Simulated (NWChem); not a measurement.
**InSiH5O (SMILES O[SiH2][InH2]) at 3 levels**

Wanted: a comparison of 3 runs (HF/STO-3G, HF/3-21G, PBE/def2-TZVP) of InSiH5O. 

The calculation is run with NWChem 7.3.0.

**1. The structure to begin with**

The species is InSiH5O (8 atoms), meant as a singlet with charge 0. As SMILES, `O[SiH2][InH2]`. The shape comes from GFN2-xTB, which is rough for such elements, and wasn't checked as a minimum. This is one conformer, not always the lowest.

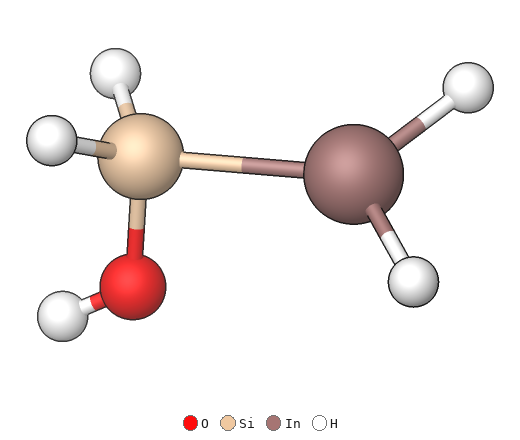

The structure, seen from a chosen angle (oxygen red, silicon light orange, indium brown, hydrogen white).

**2. Energy and forces at HF/STO-3G (run 1)**

job.nw

```
echo
start job
memory 2200 mb

geometry units angstroms noautosym nocenter noautoz
 O     -1.418240     0.047920    -0.872840
 Si    -0.311910     0.927790    -0.048480
 In     1.148950    -1.112860     0.587570
 H     -2.189540     0.458010    -1.263530
 H      0.299750     1.913240    -0.966990
 H     -0.983650     1.697050     1.021020
 H      2.849900    -1.348980     0.114480
 H      0.604730    -2.582170     1.428770
end

basis spherical bse
 * library STO-3G
end

scf
 singlet
 rhf
 thresh 1e-08
 maxiter 80
end

task scf gradient
```

Launch:

```
nwchem job.nw > job.out
```

Log:

```text
[...]
  functions       =    46
[...]
  wavefunction    = RHF
[...]
         Total SCF energy =  -6045.214050720423
      One-electron energy =  -9015.326468332640
      Two-electron energy =   2650.003569800575
 Nuclear repulsion energy =    320.108847811642
        Time for solution =      4.5s
[...]
                         RHF ENERGY GRADIENTS
    atom               coordinates                        gradient
                 x          y          z           x          y          z
   1 O      -2.680085   0.090556  -1.649428    0.005280   0.045023   0.011399
   2 Si     -0.589424   1.753269  -0.091614   -0.024856  -0.024787  -0.018418
   3 In      2.171201  -2.103000   1.110346   -0.029430   0.032793  -0.009227
   4 H      -4.137631   0.865513  -2.387725    0.018530  -0.026675   0.007125
   5 H       0.566445   3.615499  -1.827346    0.010027   0.013921  -0.018070
   6 H      -1.858829   3.206959   1.929448   -0.013821   0.010923   0.017176
   7 H       5.385530  -2.549203   0.216336    0.041200  -0.011557  -0.009006
   8 H       1.142774  -4.879594   2.699984   -0.006930  -0.039642   0.019020
[...]
```

Run time: 7.5 s. Hardware: 1 thread of Intel Xeon Platinum 8488C (Sapphire Rapids), shared host; peak memory 0.1 GiB.

**3. Energy and forces at HF/3-21G (run 2)**

nw.nw

```
echo
start nw
title "H5InOSi"
memory total 2200 mb

geometry units atomic noautosym nocenter noautoz
   O  -2.68008518  0.09055568 -1.64942855
   Si -0.58942448  1.75326900 -0.09161392
   In  2.17120083 -2.10300062  1.11034638
   H  -4.13763094  0.86551346 -2.38772565
   H   0.56644541  3.61549961 -1.82734627
   H  -1.85882910  3.20695972  1.92944817
   H   5.38553048 -2.54920275  0.21633585
   H   1.14277408 -4.87959411  2.69998400
end

basis spherical bse
   O library 3-21G
   Si library 3-21G
   In library 3-21G
   H library 3-21G
end

scf
   thresh 1e-08
   maxiter 80
end

task scf gradient
```

Launch:

```
nwchem nw.nw > nw.out
```

Log:

```text
[...]
  functions       =    63
[...]
  wavefunction    = RHF
[...]
         Total SCF energy =  -6079.467701951604
      One-electron energy =  -9037.642099417686
      Two-electron energy =   2638.065572824210
 Nuclear repulsion energy =    320.108824641872
        Time for solution =      6.4s
[...]
                         RHF ENERGY GRADIENTS
    atom               coordinates                        gradient
                 x          y          z           x          y          z
   1 O      -2.680085   0.090556  -1.649429    0.032786   0.022968   0.023313
   2 Si     -0.589424   1.753269  -0.091614   -0.025774  -0.018492  -0.019479
   3 In      2.171201  -2.103001   1.110346   -0.011706   0.009450  -0.004635
   4 H      -4.137631   0.865513  -2.387726    0.007435   0.002930   0.005825
   5 H       0.566445   3.615500  -1.827346   -0.005625  -0.005476  -0.000213
   6 H      -1.858829   3.206960   1.929448   -0.001702  -0.004417  -0.006403
   7 H       5.385530  -2.549203   0.216336   -0.000905  -0.003853   0.002527
   8 H       1.142774  -4.879594   2.699984    0.005492  -0.003110  -0.000935
[...]
```

It took 9.9 s on 1 thread of Intel Xeon Platinum 8488C (Sapphire Rapids), shared host; peak memory 0.099 GiB.

**4. Energy and gradient at PBE/def2-TZVP (core potential) (run 3)**

h5inosi.nw

```
echo
start h5inosi
memory stack 880 mb heap 220 mb global 1100 mb

geometry units angstroms noautosym nocenter noautoz
  O    -1.418240    0.047920   -0.872840
  Si   -0.311910    0.927790   -0.048480
  In    1.148950   -1.112860    0.587570
  H    -2.189540    0.458010   -1.263530
  H     0.299750    1.913240   -0.966990
  H    -0.983650    1.697050    1.021020
  H     2.849900   -1.348980    0.114480
  H     0.604730   -2.582170    1.428770
end

basis "ao basis" spherical bse
  * library def2-TZVP
end

ecp bse
  In library def2-TZVP
end

dft
  xc xpbe96 cpbe96
  mult 1
  grid fine
  convergence energy 1e-08
  maxiter 100
  mulliken
end

task dft gradient
```

Launch:

```
nwchem h5inosi.nw > h5inosi.out
```

Log:

```text
[...]
          Wavefunction type:  closed shell.
          No. of atoms     :     8
          No. of electrons :    48
[...]
          Charge           :     0
          Spin multiplicity:     1
[...]
          AO basis - number of functions:   148
[...]
              XC Information
              --------------
          PerdewBurkeErnzerhof Exchange Functional  1.000
            Perdew 1991 LDA Correlation Functional  1.000 local
           PerdewBurkeErnz. Correlation Functional  1.000 non-local
[...]
 d= 0,ls=0.0,diis     1   -557.5874995769 -7.32D+02  1.17D-02  9.74D-01     7.9
[...]
 d= 0,ls=0.0,diis    11   -557.6668493913 -5.50D-10  1.09D-07  1.44D-10    69.2
         Total DFT energy =     -557.666849391262
      One electron energy =    -1189.738972407181
           Coulomb energy =      505.918572295825
    Exchange-Corr. energy =      -47.846010753311
 Nuclear repulsion energy =      173.999561473405
[...]
  wavefunction    = closed shell
                         DFT ENERGY GRADIENTS
    atom               coordinates                        gradient
                 x          y          z           x          y          z
   1 O      -2.680085   0.090556  -1.649428    0.010171   0.020142   0.009337
   2 Si     -0.589424   1.753269  -0.091614   -0.010960  -0.000024  -0.007224
   3 In      2.171201  -2.103000   1.110346   -0.009545   0.007333  -0.003826
   4 H      -4.137631   0.865513  -2.387725    0.008903  -0.006127   0.004824
   5 H       0.566445   3.615499  -1.827346   -0.006018  -0.006371   0.002765
   6 H      -1.858829   3.206959   1.929448    0.000646  -0.004982  -0.008239
   7 H       5.385530  -2.549203   0.216336    0.005110  -0.003078  -0.000062
   8 H       1.142774  -4.879594   2.699984    0.001694  -0.006893   0.002425
[...]
```

Wall time 1.7 min (1 thread of Intel Xeon Platinum 8488C (Sapphire Rapids), shared host); peak memory 0.14 GiB.

**5. Overview of the runs**

| run | level | iteration cap | module | energy (Eh) | dipole moment (D) | HOMO energy (eV) | LUMO energy (eV) | wall time |
| --- | --- | --- | --- | --- | --- | --- | --- | --- |
| 1 | HF/STO-3G | 80 | scf | -6045.214051 | 1.48 | -7.17 | 5.58 | 7.5 s |
| 2 | HF/3-21G | 80 | scf | -6079.467702 | 2.10 | -9.61 | 0.70 | 9.9 s |
| 3 | PBE/def2-TZVP (core potential) | 100 | dft | -557.666849 | 2.05 | -6.20 | -2.75 | 1.7 min |

**6. What came out**

| quantity | value |
| --- | --- |
| run 3: total energy | -557.66685 Eh |
| run 3: dipole moment | 2.05 D |
| run 3: HOMO energy | -6.20 eV |
| run 3: LUMO energy | -2.75 eV |
| run 3: HOMO–LUMO gap | 3.45 eV |
| run 3: largest force on an atom | 1.256 eV/Å |

**Reading.** The dipole moment (its size) runs from 1.48 D (HF/STO-3G) to 2.10 D (HF/3-21G). The HOMO–LUMO gap runs from 3.45 eV (PBE/def2-TZVP) to 12.75 eV (HF/STO-3G). The two ends differ in method and basis and core potential. Some runs of one species differ in core potentials or relativity; totals across that change don't compare. In run 1 the basis is minimal, so the values are rough. In runs 1, 2 relativity is left out where basis or elements ask for it. All runs together took 2 min, the longest 1.7 min.
